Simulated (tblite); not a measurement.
**C4H8FSi3: geometry relaxation (part 2 of 2)**

Continued. System: C4H8FSi3, multiplicity 2. Method: GFN2-xTB geometry optimisation, gas phase (tblite 0.8.0). It belongs to a series of runs on one base structure; here: H removed from Si.

Geometry of the input (Å):
```
F  -1.1684  -0.5453  1.7070
C  -0.5327  -0.1936  0.5576
C  0.8794  0.0317  0.8755
C  2.0242  0.2474  1.1271
Si 3.8131  0.5565  1.5685
C  -1.2157  0.9500  -0.2688
Si -2.4891  -0.1875  -1.1273
Si -0.7433  -1.5542  -0.8117
H  4.2860  1.8163  0.9321
H  4.6647  -0.5555  1.0784
H  -0.5643  1.4571  -0.9929
H  -1.6904  1.7195  0.3500
H  -3.6954  -0.4486  -0.2745
H  -2.7925  0.2235  -2.5221
H  0.2670  -1.4979  -1.9037
H  -1.0500  -2.9334  -0.3066
```

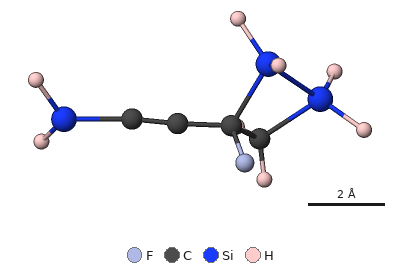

Fig. 1: The geometry at step 79 of the log (ball-and-stick view, seen at a tilt).

**Trajectory as extended XYZ, continued**
```
16
Properties=species:S:1:pos:R:3:forces:R:3 step=44 energy=-609.57455
F    -1.0840   -0.5914    1.6512    0.0030  -0.0250  -0.0110
C    -0.4444   -0.2234    0.4333   -0.0070   0.0330   0.0060
C     0.9178    0.0977    0.6907   -0.0070  -0.0230   0.0010
C     2.1049    0.3081    0.8718    0.0200   0.0030  -0.0040
Si    3.8243    0.5910    1.3145    0.0150   0.0020   0.0170
C    -1.2871    0.9096   -0.1917   -0.0370  -0.0060  -0.0050
Si   -2.5476   -0.1325   -1.2103   -0.0020   0.0140  -0.0230
Si   -0.8579   -1.6926   -0.8156   -0.0050   0.0150   0.0230
H     4.3683    1.9292    1.1922   -0.0100  -0.0020  -0.0040
H     4.7395   -0.5324    1.2481   -0.0030   0.0160  -0.0180
H    -0.6466    1.5203   -0.8306   -0.0260  -0.0100   0.0190
H    -1.6905    1.5628    0.5823    0.0270  -0.0100  -0.0090
H    -3.8377   -0.3185   -0.5357    0.0290   0.0330  -0.0060
H    -2.8141    0.4424   -2.5347   -0.0040  -0.0050   0.0000
H     0.2233   -1.8350   -1.7977    0.0200  -0.0040   0.0050
H    -0.9760   -2.9492   -0.0793   -0.0140  -0.0300   0.0080
16
Properties=species:S:1:pos:R:3:forces:R:3 step=53 energy=-609.57672
F    -1.0651   -0.6034    1.6537   -0.0040   0.0050  -0.0090
C    -0.4399   -0.2266    0.4310   -0.0020   0.0130   0.0050
C     0.9256    0.0944    0.6794   -0.0240  -0.0080   0.0080
C     2.1114    0.3042    0.8680    0.0080   0.0080  -0.0030
Si    3.8251    0.5971    1.3341    0.0070   0.0020  -0.0090
C    -1.2923    0.9062   -0.1844    0.0080  -0.0030   0.0030
Si   -2.5438   -0.1304   -1.2192    0.0030   0.0230  -0.0010
Si   -0.8611   -1.6968   -0.8129   -0.0150  -0.0030  -0.0020
H     4.3624    1.9376    1.1949   -0.0190  -0.0040   0.0020
H     4.7510   -0.5149    1.2244   -0.0020   0.0080  -0.0100
H    -0.6584    1.5291   -0.8171    0.0080  -0.0050   0.0150
H    -1.6982    1.5504    0.5960    0.0130  -0.0260  -0.0140
H    -3.8388   -0.2824   -0.5485    0.0010  -0.0030   0.0000
H    -2.8040    0.4371   -2.5483    0.0140   0.0010   0.0050
H     0.2288   -1.8623   -1.7819    0.0110   0.0040  -0.0030
H    -1.0102   -2.9532   -0.0804   -0.0070  -0.0120   0.0150
16
Properties=species:S:1:pos:R:3:forces:R:3 step=61 energy=-609.57809
F    -1.0593   -0.6100    1.6545   -0.0180  -0.0100   0.0200
C    -0.4378   -0.2380    0.4291   -0.0010  -0.0020   0.0170
C     0.9280    0.0820    0.6752   -0.0010  -0.0010  -0.0090
C     2.1123    0.3086    0.8533    0.0010  -0.0200   0.0130
Si    3.8232    0.6030    1.3280   -0.0050  -0.0050  -0.0130
C    -1.2862    0.9005   -0.1794   -0.0060  -0.0040   0.0080
Si   -2.5360   -0.1223   -1.2287    0.0090   0.0130  -0.0020
Si   -0.8720   -1.7085   -0.8084   -0.0240   0.0250   0.0040
H     4.3380    1.9525    1.2064    0.0070   0.0230   0.0020
H     4.7630   -0.4944    1.1940   -0.0020   0.0050  -0.0110
H    -0.6492    1.5404   -0.7908    0.0040  -0.0120  -0.0110
H    -1.7001    1.5244    0.6117   -0.0070   0.0180   0.0010
H    -3.8387   -0.2581   -0.5652    0.0260  -0.0010  -0.0260
H    -2.7717    0.4469   -2.5625    0.0060  -0.0060   0.0220
H     0.2270   -1.8855   -1.7644    0.0060  -0.0160  -0.0120
H    -1.0481   -2.9553   -0.0642    0.0040  -0.0050  -0.0030
16
Properties=species:S:1:pos:R:3:forces:R:3 step=70 energy=-609.58202
F    -1.0679   -0.6382    1.6862   -0.0090  -0.0040   0.0040
C    -0.4487   -0.2768    0.4581    0.0120   0.0090   0.0060
C     0.9220    0.0296    0.6864    0.0110   0.0000   0.0330
C     2.1060    0.2710    0.8447    0.0040   0.0130   0.0030
Si    3.8138    0.6362    1.2713    0.0080  -0.0290   0.0070
C    -1.2664    0.8890   -0.1450   -0.0080  -0.0110  -0.0040
Si   -2.4904   -0.0877   -1.2615   -0.0270  -0.0110  -0.0100
Si   -0.9034   -1.7325   -0.7896   -0.0170   0.0280   0.0170
H     4.2552    2.0159    1.2409    0.0070   0.0140  -0.0060
H     4.7938   -0.4103    1.0584    0.0290   0.0050  -0.0100
H    -0.6021    1.5414   -0.7122    0.0030  -0.0090  -0.0180
H    -1.7000    1.4936    0.6508   -0.0120   0.0030  -0.0040
H    -3.8186   -0.1916   -0.6495   -0.0230  -0.0040  -0.0180
H    -2.6587    0.4842   -2.6028    0.0100   0.0160   0.0110
H     0.2122   -1.9764   -1.7099    0.0170  -0.0010  -0.0130
H    -1.1545   -2.9612   -0.0378   -0.0050  -0.0190   0.0020
16
Properties=species:S:1:pos:R:3:forces:R:3 step=79 energy=-609.58458
F    -1.0942   -0.6478    1.7012    0.0050   0.0060  -0.0060
C    -0.4550   -0.2887    0.4832   -0.0010   0.0050  -0.0120
C     0.9161    0.0121    0.7275    0.0020  -0.0080  -0.0080
C     2.1031    0.2573    0.8592   -0.0060  -0.0020   0.0060
Si    3.8170    0.6389    1.2536   -0.0060  -0.0190  -0.0020
C    -1.2588    0.8802   -0.1348   -0.0050   0.0070   0.0010
Si   -2.4789   -0.0814   -1.2702   -0.0030  -0.0010  -0.0010
Si   -0.9103   -1.7375   -0.7761   -0.0020   0.0080   0.0090
H     4.2210    2.0320    1.2403    0.0060  -0.0080  -0.0010
H     4.8252   -0.3699    0.9842   -0.0180   0.0210  -0.0050
H    -0.5820    1.5222   -0.6994    0.0050  -0.0040  -0.0130
H    -1.6969    1.4958    0.6494   -0.0070   0.0030   0.0220
H    -3.8257   -0.1744   -0.6956    0.0070  -0.0010  -0.0110
H    -2.6101    0.5113   -2.6075    0.0070  -0.0020   0.0130
H     0.2115   -1.9939   -1.6862    0.0160   0.0060  -0.0040
H    -1.1894   -2.9702   -0.0402    0.0000  -0.0100   0.0130
16
Properties=species:S:1:pos:R:3:forces:R:3 step=88 energy=-609.58504
F    -1.0983   -0.6472    1.7048   -0.0010  -0.0020   0.0050
C    -0.4585   -0.2915    0.4866    0.0010  -0.0020   0.0040
C     0.9132    0.0050    0.7304    0.0030   0.0080  -0.0010
C     2.0996    0.2518    0.8628    0.0060   0.0020  -0.0020
Si    3.8135    0.6383    1.2511    0.0120  -0.0140  -0.0010
C    -1.2590    0.8799   -0.1307    0.0020  -0.0070   0.0010
Si   -2.4750   -0.0795   -1.2720   -0.0020  -0.0020  -0.0060
Si   -0.9119   -1.7402   -0.7712   -0.0080   0.0060   0.0000
H     4.2140    2.0325    1.2417   -0.0030  -0.0010   0.0020
H     4.8275   -0.3573    0.9568   -0.0170   0.0050  -0.0040
H    -0.5796    1.5184   -0.6968   -0.0040   0.0050   0.0070
H    -1.6950    1.4948    0.6559   -0.0020   0.0020  -0.0060
H    -3.8280   -0.1722   -0.7136    0.0030   0.0000  -0.0020
H    -2.5896    0.5198   -2.6074    0.0010  -0.0040   0.0010
H     0.2152   -1.9949   -1.6763    0.0040   0.0000   0.0020
H    -1.1957   -2.9717   -0.0336    0.0050   0.0020   0.0010
16
Properties=species:S:1:pos:R:3:forces:R:3 step=96 energy=-609.58538
F    -1.0947   -0.6491    1.7143   -0.0060   0.0070  -0.0010
C    -0.4607   -0.2933    0.4937    0.0040  -0.0010   0.0040
C     0.9121    0.0042    0.7323    0.0060  -0.0010   0.0050
C     2.0992    0.2480    0.8619   -0.0100   0.0040   0.0020
Si    3.8133    0.6345    1.2529   -0.0100   0.0190  -0.0080
C    -1.2611    0.8781   -0.1240    0.0040  -0.0010   0.0050
Si   -2.4671   -0.0771   -1.2782   -0.0160  -0.0050  -0.0100
Si   -0.9130   -1.7422   -0.7641   -0.0080   0.0240  -0.0010
H     4.2008    2.0336    1.2486    0.0030  -0.0180   0.0050
H     4.8222   -0.3489    0.9104    0.0120  -0.0090  -0.0040
H    -0.5793    1.5215   -0.6815   -0.0020   0.0060  -0.0010
H    -1.7041    1.4898    0.6609   -0.0070  -0.0020   0.0070
H    -3.8288   -0.1644   -0.7381    0.0190   0.0000  -0.0060
H    -2.5614    0.5225   -2.6154   -0.0010  -0.0060   0.0040
H     0.2199   -2.0011   -1.6597    0.0100  -0.0040  -0.0080
H    -1.2048   -2.9700   -0.0254    0.0010  -0.0120   0.0080
16
Properties=species:S:1:pos:R:3:forces:R:3 step=105 energy=-609.58633
F    -1.0961   -0.6335    1.7401   -0.0020  -0.0190  -0.0180
C    -0.4705   -0.2854    0.5136   -0.0010   0.0010  -0.0060
C     0.9034    0.0141    0.7413    0.0160   0.0050   0.0010
C     2.0915    0.2598    0.8562   -0.0140  -0.0120   0.0020
Si    3.8162    0.6163    1.2256    0.0090  -0.0040  -0.0100
C    -1.2795    0.8786   -0.1074    0.0000   0.0090  -0.0020
Si   -2.4464   -0.0786   -1.3006   -0.0070   0.0000   0.0080
Si   -0.9048   -1.7406   -0.7439   -0.0050  -0.0020   0.0030
H     4.2076    2.0113    1.2912    0.0150   0.0090   0.0060
H     4.8147   -0.3481    0.8024   -0.0060   0.0040   0.0010
H    -0.6006    1.5456   -0.6397    0.0050   0.0120   0.0030
H    -1.7515    1.4664    0.6791   -0.0080   0.0070  -0.0110
H    -3.8235   -0.1639   -0.8037   -0.0030  -0.0050   0.0000
H    -2.5013    0.5197   -2.6406    0.0040  -0.0060   0.0060
H     0.2326   -2.0139   -1.6314    0.0040   0.0090   0.0180
H    -1.1995   -2.9616    0.0063   -0.0080  -0.0090  -0.0010
16
Properties=species:S:1:pos:R:3:forces:R:3 step=114 energy=-609.58702
F    -1.1024   -0.6307    1.7469    0.0020  -0.0010   0.0000
C    -0.4766   -0.2771    0.5222   -0.0010   0.0010   0.0040
C     0.8972    0.0242    0.7485    0.0020   0.0000   0.0000
C     2.0873    0.2629    0.8594   -0.0040   0.0020  -0.0050
Si    3.8199    0.6053    1.2046    0.0000   0.0020  -0.0020
C    -1.2921    0.8829   -0.1004    0.0020  -0.0010   0.0030
Si   -2.4364   -0.0807   -1.3105   -0.0040  -0.0020   0.0000
Si   -0.9000   -1.7391   -0.7310    0.0020   0.0040  -0.0020
H     4.2267    1.9929    1.3202    0.0010   0.0010   0.0040
H     4.8064   -0.3489    0.7342   -0.0030  -0.0040  -0.0010
H    -0.6162    1.5669   -0.6146   -0.0010  -0.0030  -0.0040
H    -1.7859    1.4558    0.6838    0.0030   0.0010   0.0000
H    -3.8223   -0.1677   -0.8382    0.0020  -0.0020  -0.0010
H    -2.4661    0.5094   -2.6547    0.0000  -0.0010   0.0040
H     0.2492   -2.0108   -1.6026    0.0090   0.0010   0.0030
H    -1.1962   -2.9591    0.0209   -0.0090   0.0010  -0.0020
```

**Results in brief**

- outcome: converged
- total energy: −609.5870 eV
- hardware: 1 CPU thread, shared host
- wall time: 3.4 s
- peak memory: 0.18 GiB
